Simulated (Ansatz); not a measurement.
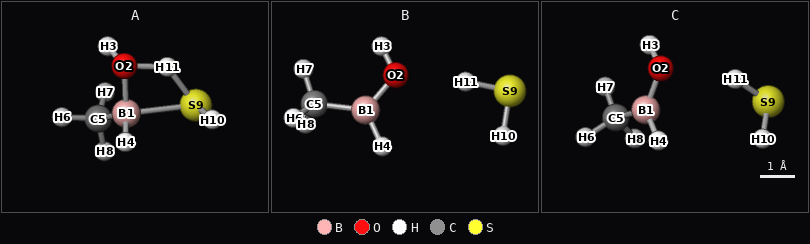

3 geometries from a converged minimum-energy path of CH7BOS, shuffled. The picture is a ball-and-stick view, seen face on.

The calculation used RKS PBE-D4/6-31G* (Ansatz). Settings: 7 movable images; climbing image; force threshold 0.05 eV/Å; iteration limit 60; starting path through a guess of the saddle point.

**Which of them lies highest in energy?**

A. In order along the path, whose images run from 0 to 8: B (image 0, 0.0 kcal/mol), C (image 3, +0.5 kcal/mol), A (image 6, +18.2 kcal/mol). Breaking: B1–O2 (1.37 → 1.55 at the top → 1.79 Å), S9–H11 (1.37 → 1.57 at the top → 2.43 Å). Forming: B1–S9 (4.35 → 2.14 at the top → 1.91 Å), O2–H11 (2.09 → 1.36 at the top → 0.99 Å).

The run took 6.8 min on 1 thread of Arm Neoverse V1 (shared host), peak memory 0.12 GiB.
